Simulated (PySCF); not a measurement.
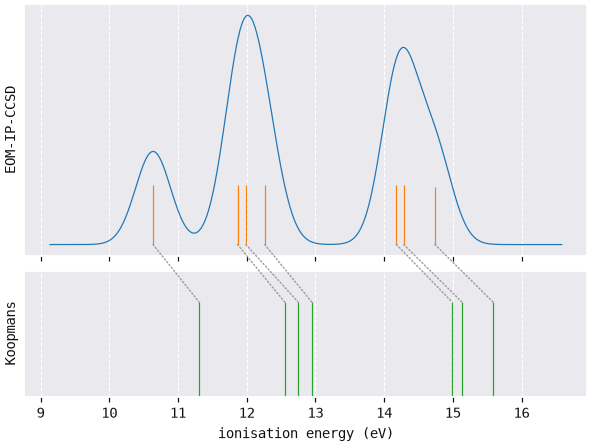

Valence photoelectron lines of CH₄AlCl, SMILES [CH3][AlH][Cl], singlet: vertical EOM-IP-CCSD/aug-cc-pVDZ (frozen core, PySCF, at a PBE0-D3(BJ)/def2-SVP geometry (no frequency check); 7 lines, one for each of the 7 highest orbitals, so a line of a deeper orbital can be missing among them) above, Hartree-Fock orbital energies with the sign turned below, non-relativistic; dotted lines join each line to its leading orbital. Stick heights are one-hole weights (summed over degenerate lines), not cross-sections; Gaussian width 0.60 eV.

**Do correlation and relaxation change the order of the lines?**

Not among these holes, which come in the order of the orbitals, HOMO, HOMO−1, HOMO−2, HOMO−3, HOMO−4, HOMO−5, HOMO−6.

**List the lines.**

| hole | EOM-IP-CCSD (eV) | Koopmans (eV) | one-hole weight |
| --- | --- | --- | --- |
| HOMO | 10.64 | 11.31 | 0.95 |
| HOMO-1 | 11.87 | 12.55 | 0.95 |
| HOMO-2 | 11.99 | 12.75 | 0.95 |
| HOMO-3 | 12.26 | 12.95 | 0.95 |
| HOMO-4 | 14.18 | 14.99 | 0.95 |
| HOMO-5 | 14.29 | 15.13 | 0.95 |
| HOMO-6 | 14.74 | 15.59 | 0.93 |

Known limits of this run: small basis, so the lines can lie some tenths of an eV too low.
